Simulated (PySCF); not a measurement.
Sn(H)2, SMILES [SnH2] at its PBE0/def2-SVP optimised geometry (Å):

```
3

Sn    -0.8875    -0.8908     0.0000
H     -0.8941     0.8908     0.0000
H      0.8941    -0.8908     0.0000
```

Method: PBE0/def2-TZVP, def2 effective core potentials past Kr run with PySCF. The core electrons that the potentials of Sn replace are not part of the density. Cells within 0.4 Å of a nucleus heavier than hydrogen are left out (blank, or x).

Map of the HOMO−1 amplitude (bohr^(-3/2)), clipped to [-0.25, 0.25] on the plane z = 0.0 Å; orbital energy -8.21 eV, overall sign arbitrary:

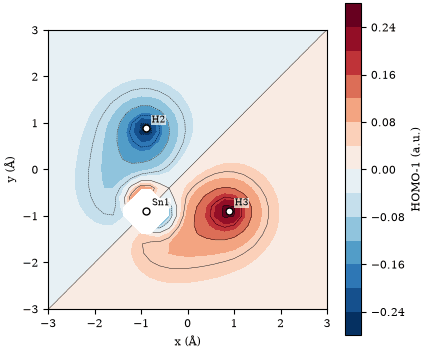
*HOMO−1 amplitude (bohr^(-3/2)), clipped to [-0.25, 0.25] on the plane z = 0.0 Å.*
